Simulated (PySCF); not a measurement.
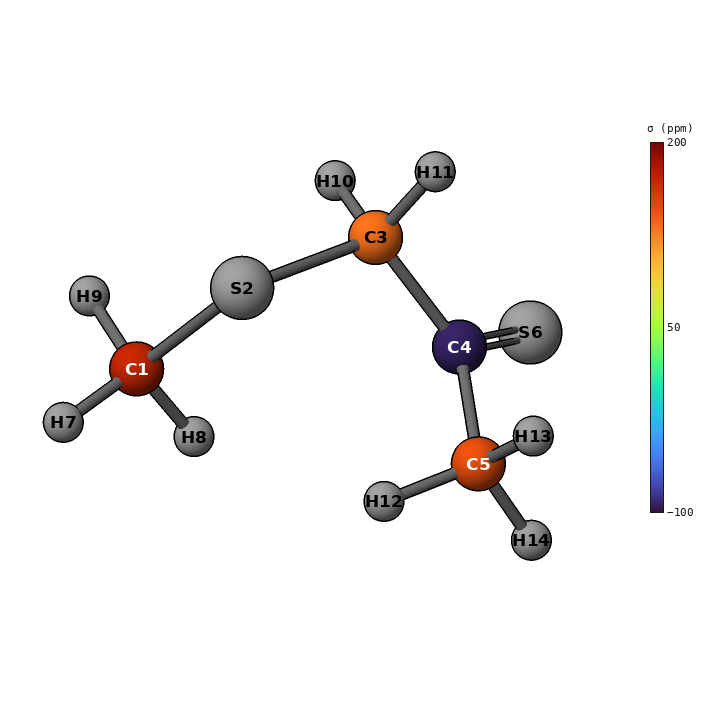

Atoms are coloured by their isotropic NMR shieldings (C only, the others grey). Geometry: an image of a reaction path computed with GFN2-xTB, not a minimum. Method: GIAO PBE0/pcSseg-1 NMR shielding, non-relativistic, gas phase (PySCF 2.14.0).

List the isotropic NMR shieldings of the C atoms.

```tsv
atom	σ (ppm)
C1	168.2
C3	129.8
C4	−92.8
C5	144.6
```
